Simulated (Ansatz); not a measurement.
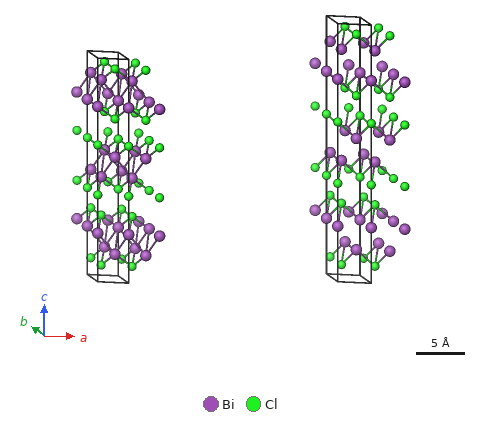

Two geometries of crystalline BiCl (a generated structure, set up in R-3m) (coarse preliminary run), drawn at one scale. One is the start of a relaxation, the other its converged end. The picture is a ball-and-stick view of the conventional cell (3 times the calculation's cell), repeated 2 × 2 × 1 with one cell outlined, seen slightly off an axis. Lengths and directions refer to the drawn axes.

Level of theory: DFT LDA, scalar-relativistic, plane waves, PAW in Ansatz. Settings: plane-wave cutoff 420 eV; k-point mesh 9 × 9 × 9; occupations gaussian; smearing width 0.1 eV; no spin polarisation; cell and atoms relaxed; force threshold 0.05 eV/Å; at most 80 steps.

**Which one is relaxed?**

The right one is the relaxed one. The largest moves relative to the cell, 0.21 Å, are those of Cl atoms. By element the largest moves are Cl 0.21 Å, Bi 0.04 Å. The drawn cell changes as follows: a = b 3.321 → 3.600 Å (+8.4 %), c 24.358 → 28.120 Å (+15.4 %); the volume changes by +35.7 %. Among the contacts that change: Bi–Cl 2.434 → 2.869 Å, Bi–Bi 3.106 → 3.438 Å. Among the angles between lasting bonds that change: Bi–Cl–Bi 86.0° → 77.7°, Cl–Bi–Cl 86.0° → 77.7°. The space group stays R-3m (No. 166). Over 5 accepted moves (7 points after the start) the energy falls by 4.888 eV per cell of the calculation. The largest force component goes from 7.5 to 0.019 eV/Å. The pressure goes from 52.20 to 0.08 GPa. The SCF was repeated twice at an unchanged geometry on a basis and grid sized afresh for the cell, which shifted the energy by 17.3 meV per cell of the calculation at most.
